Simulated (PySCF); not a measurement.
H8Si3 (charge −1, doublet)

Input file:

```
{"job": {"kind": "sp", "xc": "wB97X", "basis": "ma-def2-TZVP", "d3": "d3bj", "grid": 2}, "charge": -1, "multiplicity": 2}
Si     2.260285     0.656578    -0.081091
Si     0.112093    -0.546983    -0.048895
Si    -2.331050    -0.289169     0.087454
H      3.708539     0.147215    -0.182154
H      2.195271     1.660846    -1.211160
H      2.310075     1.515438     1.163856
H      0.356943    -1.538025     1.073406
H      0.241634    -1.399302    -1.297256
H     -2.749953     0.635856    -1.034484
H     -2.629096     0.504149     1.341017
H     -3.460785    -1.333313     0.087115
```

Launched as:

```sh
OMP_NUM_THREADS=1 python redox_run.py task.json out
```

Geometry: PBE0-D3(BJ)/ma-def2-SVP.

These are results of PySCF, DFT single point, gas phase, functional wB97X, not measurements.

**What can the converged electron density, electron localisation function and spin density tell about the bonding?**

Si–Si (2.46 Å): the density is about 0.51 e/Å³ at the midpoint; the ELF peaks at about 0.95 between the atoms: a shared electron pair.
Si–H (1.54 Å): ρ at the midpoint is about 0.71 e/Å³; the ELF climbs to about 1 towards the hydrogen, as it does in any bond to H.
The unpaired spin (1 electron) lies mostly on Si2 (about 0.3), Si1 (about 0.2), Si3 (about 0.2), H4 (about 0.1) and H11 (about 0.1), in electrons by Hirshfeld's partition.

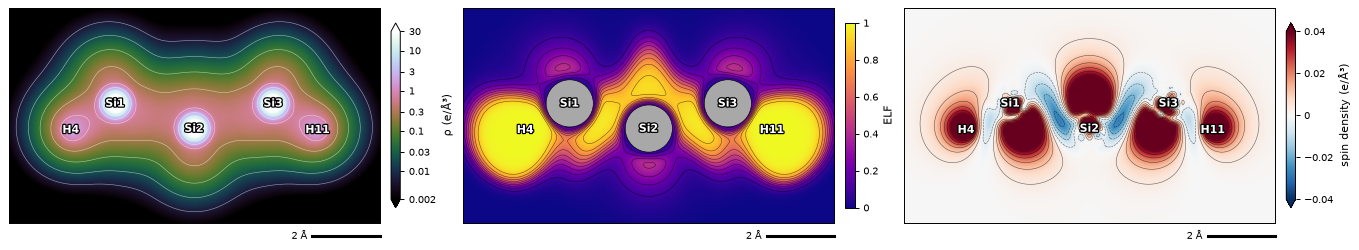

Computed electron density, electron localisation function and spin density on the plane of atoms Si2, Si3 and H11, in this order. Grey discs cover the atomic cores in the ELF map. 
